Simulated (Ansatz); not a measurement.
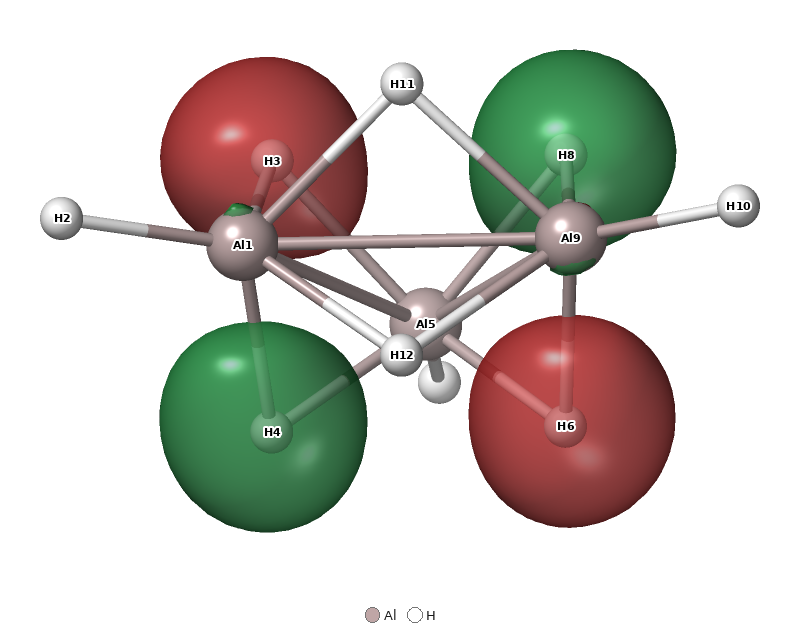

Al3H9 ((H2Al-mu-H)3). The HOMO at ±0.15 Å⁻³ᐟ² (green and red are the two phases), seen from one side.

Geometry: r2SCAN-D4/def2-SVP.

Level of theory: Ansatz, RKS PBE0-D4/def2-TZVP.

```xyz
12

Al   -0.6964    0.9681   -0.8742
H    -1.4384    1.9951   -1.7999
H    -0.8622    1.1914    0.8911
H     0.9559    1.3939   -0.3401
Al    0.7501    0.4772    1.1814
H     1.5321   -0.7656    0.1650
H     1.5434    0.9836    2.4369
H    -0.2851   -0.9660    1.3980
Al   -0.0538   -1.4454   -0.3073
H    -0.1048   -2.9787   -0.6367
H    -1.5798   -0.5268   -0.4418
H     0.2389   -0.3271   -1.6724
```

**Where does this orbital lie, and at what energy?**

Its weight (Hirshfeld) is mainly on H3 (about 15 %), H4 (about 15 %), H6 (about 15 %), H8 (about 15 %), Al1 (about 15 %) and Al9 (about 15 %). It is one of a degenerate set, so its orientation is arbitrary. Its energy is −7.70 eV.
